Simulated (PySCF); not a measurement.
Dissociation curve of SMILES [SiH4] (H₄Si). The Si1–H5 bond (Si1 also carries H, H, H; H5 carries nothing else) is varied alone, starting from the PBE0/def2-TZVP optimised geometry.

Levels: RKS-LDA (SVWN5) = PySCF with restricted LDA (SVWN5)/cc-pVDZ; RKS-TPSSh = restricted TPSSh/cc-pVDZ run with PySCF 2.14.0; RHF/cc-pVDZ (PySCF).

Magnitude of the dipole moment (D; its direction can reverse along the curve, and a method can change to another solution) and Mulliken charge of the fragment that holds Si1:

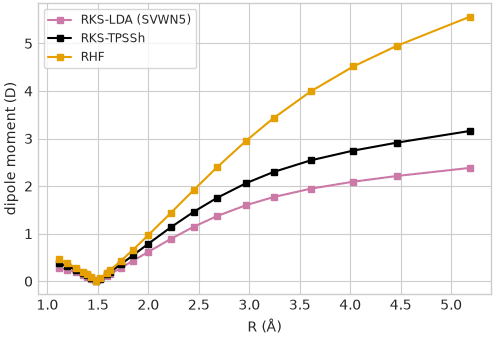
Figure. Dipole moment against bond length.

```tsv
R / Å	μ RKS-LDA (SVWN5)	q RKS-LDA (SVWN5)	μ RKS-TPSSh	q RKS-TPSSh	μ RHF	q RHF
1.11	0.28	0.14	0.38	0.20	0.46	0.28
1.19	0.24	0.08	0.32	0.13	0.39	0.22
1.28	0.18	0.03	0.24	0.08	0.29	0.16
1.35	0.13	0.01	0.17	0.06	0.20	0.14
1.39	0.09	0.00	0.12	0.05	0.14	0.13
1.43	0.06	0.00	0.07	0.05	0.08	0.12
1.48	0.01	0.00	0.01	0.05	0.01	0.11
1.52	0.04	0.00	0.05	0.05	0.06	0.11
1.59	0.12	0.00	0.15	0.05	0.18	0.11
1.62	0.15	0.00	0.19	0.05	0.23	0.11
1.73	0.28	0.01	0.36	0.06	0.43	0.11
1.85	0.43	0.03	0.55	0.07	0.66	0.12
2.00	0.62	0.04	0.79	0.09	0.97	0.14
2.22	0.89	0.06	1.13	0.10	1.43	0.16
2.45	1.15	0.07	1.46	0.12	1.92	0.18
2.68	1.37	0.08	1.75	0.13	2.39	0.20
2.97	1.60	0.09	2.06	0.14	2.96	0.21
3.24	1.77	0.10	2.30	0.14	3.43	0.23
3.61	1.95	0.10	2.54	0.14	3.99	0.24
4.03	2.09	0.10	2.75	0.14	4.51	0.24
4.46	2.21	0.10	2.91	0.14	4.95	0.24
5.19	2.38	0.10	3.16	0.13	5.57	0.24
```

The restricted form behind RKS-LDA (SVWN5), RKS-TPSSh, RHF keeps the bonding electrons paired and can't separate into open-shell fragments. At the longest distance RKS-TPSSh leaves fractional charges on the fragments, a sign of delocalisation error or of the restricted form.
